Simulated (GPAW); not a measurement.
# Property calculation, with input and output: C2H4NSi (charge −1)

The run: property calculation of C2H4NSi, charge −1, SMILES C#C[SiH-]N. Method and program: RPBE/dzp, UKS, scalar-relativistic datasets (GPAW 26.7.0).

The geometry comes from this level: GFN2-xTB.

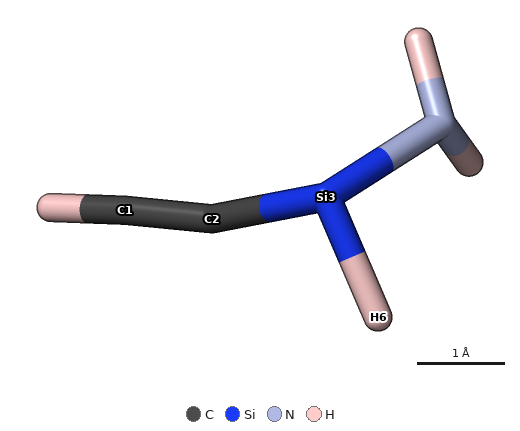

Figure 1. The input geometry (stick view, seen at a tilt; atoms are numbered from 1 in the order of the input).

Input (calc.py):
```python
from ase import Atoms
from gpaw import GPAW

# Set up the molecule
molecule = Atoms(['C', 'C', 'Si', 'N', 'H', 'H', 'H', 'H'],
    positions=[[  0.279050,   1.853940,  -1.189400],
               [  0.177520,   1.083400,  -0.260710],
               [  0.551220,  -0.169920,   1.081360],
               [ -0.100430,  -1.724230,   0.469350],
               [  0.301890,   2.546050,  -1.994630],
               [ -0.569410,   0.172850,   2.046120],
               [  0.434460,  -2.067110,  -0.320570],
               [ -1.074300,  -1.694990,   0.168480]])
molecule.centre(vacuum=5.5)

# GPAW settings
calc = GPAW(mode='lcao',
            spinpol=True,
            basis='dzp',
            mixer={'name': 'pulay', 'beta': 0.5, 'nmaxold': 3, 'weight': 50.0},
            maxiter=91,
            h=0.2,
            charge=-1,
            xc='RPBE',
            txt='-')
molecule.calc = calc

energy = molecule.get_potential_energy()
print(f'Energy: {energy:.5f} eV')
forces = molecule.get_forces()
print('Forces (eV/Ang)')
for symbol, f in zip(molecule.symbols, forces):
    print(f'{symbol:2} {f[0]:9.4f} {f[1]:9.4f} {f[2]:9.4f}')
homo, lumo = calc.get_homo_lumo()
print(f'HOMO                    {homo:.3f} eV')
print(f'LUMO: {lumo:.3f} eV')
print(f'Gap                     {lumo - homo:.3f} eV')
```

Machine: 1 thread of Arm Neoverse V1, 24 GiB of memory available, shared host.

Launch command:
```bash
python3 -u calc.py | tee calc.out
```

Output:
```
AttributeError: 'Atoms' object has no attribute 'centre'. Did you mean: 'center'?
```

Outcome:

| quantity | value |
| --- | --- |
| outcome | refused by the program |

Diagnosis:

Some settings of this run were drawn to be unusual or wrong (maxiter set to 91 (from 86)). The program refused the input.
